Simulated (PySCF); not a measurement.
# F₃Pb···H₂O (charge −1): what the fields show

```xyz
7

Pb    0.1095    0.0240   -0.0240
F     1.4153    0.7243    1.4674
F    -1.0546   -1.2172    1.2172
F     1.4153   -1.4674   -0.7243
O    -2.0522    2.0968   -2.0968
H    -1.7237    2.2510   -1.2023
H    -1.7237    1.2023   -2.2510
```

Core potentials replace the inner electrons of Pb.

Method: RKS PBE0, Pb def2-SVP with ECP60, F def2-SVP, O def2-SVP, H def2-SVP; non-relativistic Hamiltonian with scalar-relativistic core potentials where named; density fitting (PySCF).

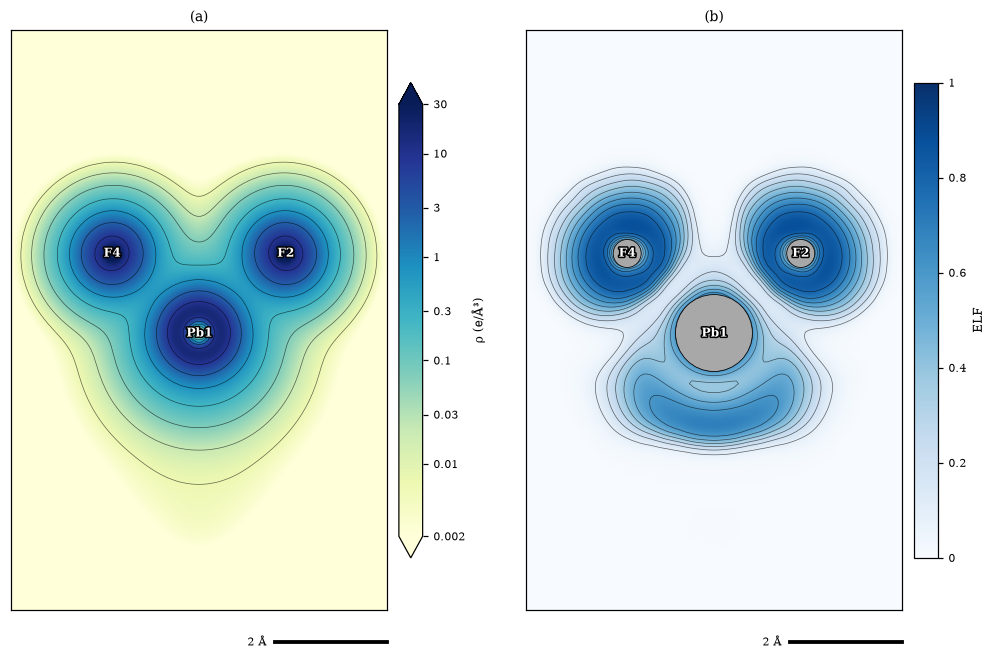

Figure 1. (a) electron density; (b) electron localisation function on the plane of atoms F2, Pb1 and F4. Grey discs cover the atomic cores in the ELF map.

### Interpret the plot.

- The plane passes through Pb and F nuclei.
- Pb–F (2.10 Å): ρ at the midpoint is about 0.64 e/Å³; the ELF is about 0.15 at the midpoint.
- The ELF also peaks beside F4 and F2, away from the bonds: lone-pair regions.

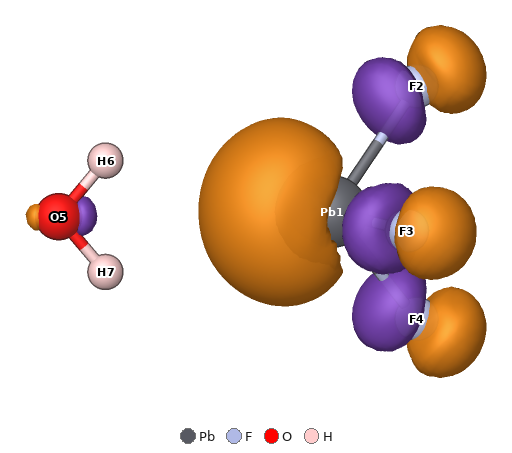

Figure 2. The HOMO at ±0.15 Å⁻³ᐟ² (orange and purple are the two phases), seen across its widest extent.

### What is the character of this orbital?

By Hirshfeld shares it lies mainly on Pb1 (about 40 %), F3 (about 20 %), F2 (about 20 %) and F4 (about 20 %). Its energy is −2.64 eV.

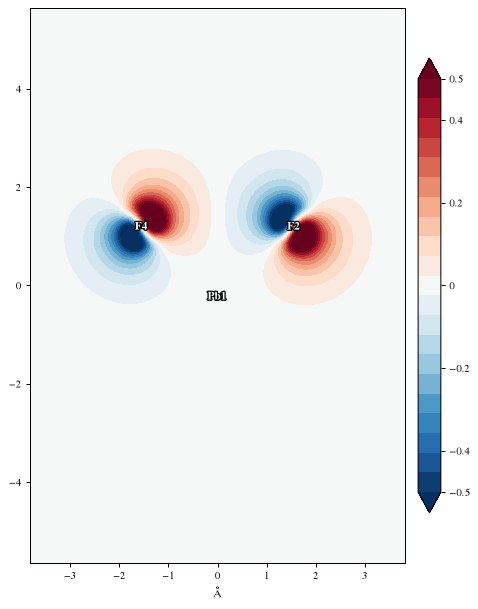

Figure 3. The HOMO−1 on the plane of atoms F2, Pb1 and F4 (values in Å⁻³ᐟ²; the overall sign is arbitrary).

### Where does this orbital lie, and at what energy?

Its weight (Hirshfeld) is mainly on F2 (about 30 %), F4 (about 30 %) and F3 (about 30 %); largely a combination of lone pairs on F2, F4 and F3. Its energy is −3.98 eV.
